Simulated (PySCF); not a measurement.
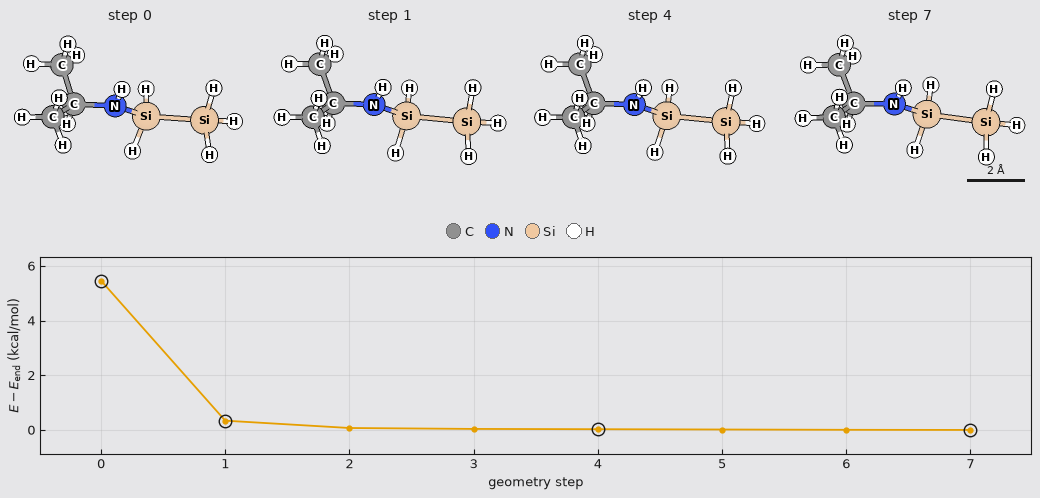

Frames of a relaxation of C₃H₁₃NSi₂, marked on the history of the run. Style: ball-and-stick. Shown from a free direction.

The start comes from GFN2-xTB. Its atoms were then displaced at random by about 0.01 Å.

Computed with PySCF 2.14.0, density-fitted response routines, PBE0-D3(BJ)/def2-SVP geometry optimisation, gas phase. 

> What happens along the run?

Over 7 geometry steps the energy falls by 5.46 kcal/mol. An H atom moves most after the best rigid fit: 0.22 Å. Largest moves by element: H 0.22 Å, C 0.10 Å, Si 0.09 Å, N 0.07 Å. Near-neighbour distances that change, for instance: H–Si 1.446 → 1.498 Å, Si–Si 2.302 → 2.345 Å, N–Si 1.693 → 1.734 Å, H–Si 1.470 → 1.507 Å. Bond angles that change, for instance: Si–N–H 122.9° → 117.8°, Si–Si–H 114.7° → 109.8°, C–N–H 108.2° → 113.0°. From step 0 to 1: an H atom moves most (0.15 Å), energy −5.12 kcal/mol. From step 1 to 4: H atoms move most (0.05 Å), energy −0.31 kcal/mol. From step 4 to 7: an H atom moves most (0.10 Å), energy −0.03 kcal/mol.

| step | E − E(0), kcal/mol |
| --- | --- |
| 0 | 0.00 |
| 1 | -5.12 |
| 2 | -5.39 |
| 3 | -5.42 |
| 4 | -5.43 |
| 5 | -5.44 |
| 6 | -5.45 |
| 7 | -5.46 |
